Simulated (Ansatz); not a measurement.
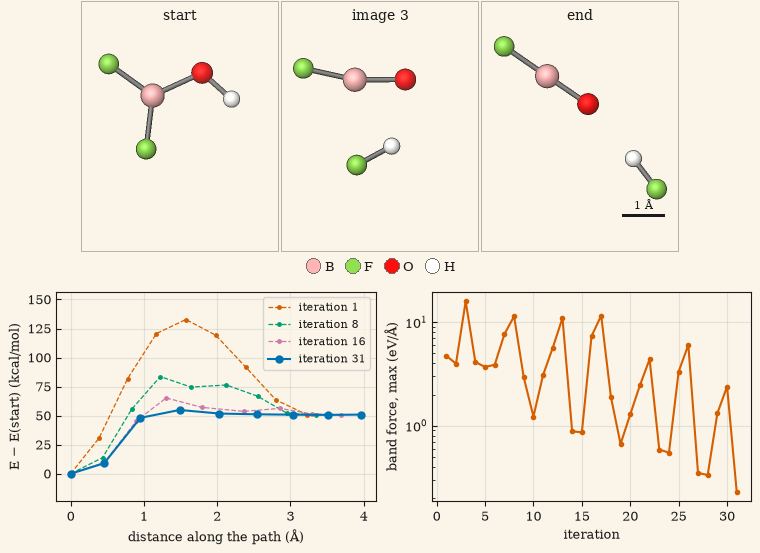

A search for the minimum-energy path of BHOF2 by the nudged elastic band. Images are numbered from 0 (start) to 8 (end). The plot follows the band through its iterations. Style: ball-and-stick. Shown face on.

Method: RKS PBE-D4/def2-TZVP (Ansatz). Settings: 7 movable images; climbing image.

Judge this run.

The result isn't final. The run hit its time limit after 31 iterations, unconverged. The largest component of the band force went from 4.7 to 0.23 eV/Å. The barrier read from it is provisional, though the highest image hardly moved in the last two iterations. The largest force component is 0.66 eV/Å at the start and 0.99 eV/Å at the end; an end with forces this large is no minimum, and the barrier measured from it can be far off. The first iteration put the highest image at 132.7 kcal/mol. Forward barrier 54.9 kcal/mol, backward barrier 4.0 kcal/mol, with image 3 at the top; the reaction energy is +50.9 kcal/mol.

Cost: 5.4 min on 2 threads of Intel Xeon Platinum 8259CL @ 2.50GHz, on a shared host.
